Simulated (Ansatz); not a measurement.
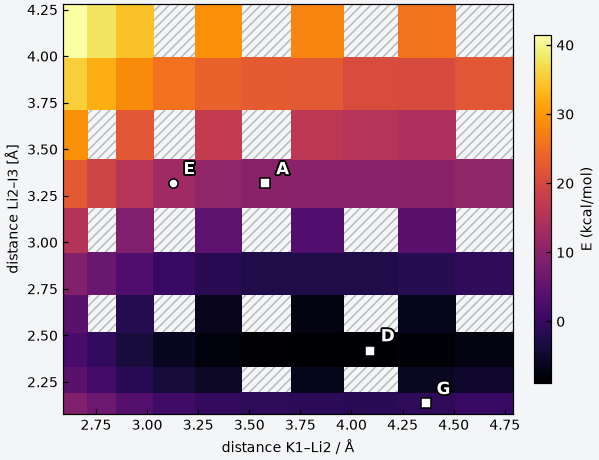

The system K + LiI, spin multiplicity 2. 
- Coordinates scanned: (1) distance K1–Li2; (2) distance Li2–I3.
- Nothing is relaxed (the angle K1–Li2–I3 is fixed at 140 degrees).
- Grid: 10 × 10 points. At 20 points there is no value.
- Energies are in kcal/mol, from K far from the relaxed LiI (each part in its own basis).
- The D4 coefficients can switch as the alkali atoms part, which puts small steps into the map.
- The calculation used UKS PBE0-D4/def2-TZVPD (Ansatz 0.2.0).

Drawn: one coloured cell a grid point, hatched blanks where no value was computed, lettered points.

Rank the lettered points by energy, lowest first.

D (−8.9 kcal/mol), G (−1.0 kcal/mol), A (10.0 kcal/mol), E (12.7 kcal/mol).
